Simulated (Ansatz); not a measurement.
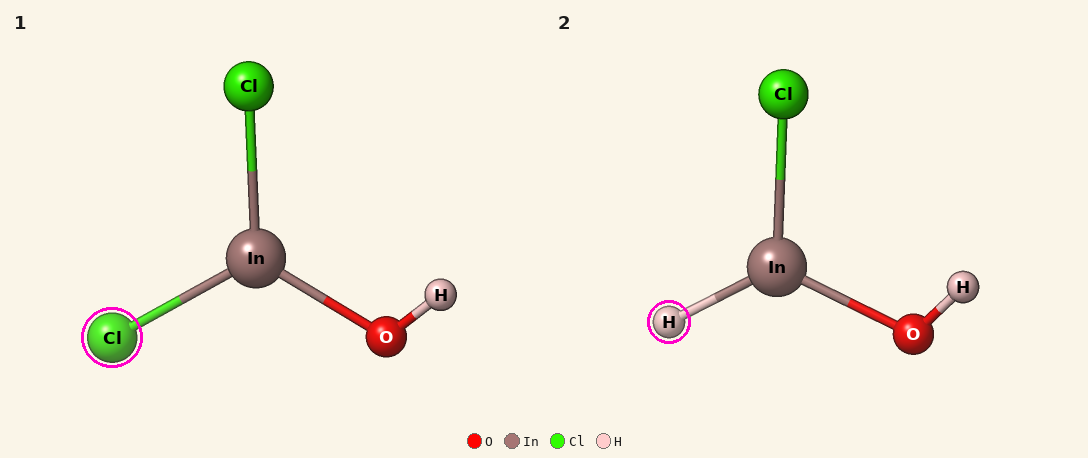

2 molecules with one skeleton, seen from the same side and at one scale; the atom that differs is circled. Each species is neutral and a spin singlet. Computed geometries: PBE0-D4/def2-TZVP optimisations, one conformation each. Properties computed with Ansatz 0.2.0. Elements past Kr carry core potentials.

One atom differs, called X below: Cl in panel 1, H in panel 2. Their formulas are Cl2HInO (`[OH][In]([Cl])[Cl]`), ClH2InO (`[OH][InH][Cl]`).

> In which is the HOMO–LUMO gap larger (r2SCAN-D4/def2-TZVPP)?

In panel 2 (X = H).

> In which is the HOMO energy (Kohn–Sham orbital) higher (r2SCAN-D4/def2-TZVPP)?

In panel 2 (X = H).

Give the values. With PBE0-D4/def2-TZVP: length of X–In (Å), angle O–In–X (°). With r2SCAN-D4/def2-TZVPP: dipole moment (D), HOMO energy (Kohn–Sham orbital) (eV), HOMO–LUMO gap (eV).

| quantity | 1 (Cl) | 2 (H) | 2 − 1 |
| --- | --- | --- | --- |
| length of X–In (Å) | 2.290 | 1.688 | −0.602 |
| angle O–In–X (°) | 119.8 | 126.8 | +7.0 |
| dipole moment (D) | 1.42 | 1.42 | 0.00 |
| HOMO energy (Kohn–Sham orbital) (eV) | −8.02 | −7.52 | +0.50 |
| HOMO–LUMO gap (eV) | 4.78 | 5.52 | +0.74 |
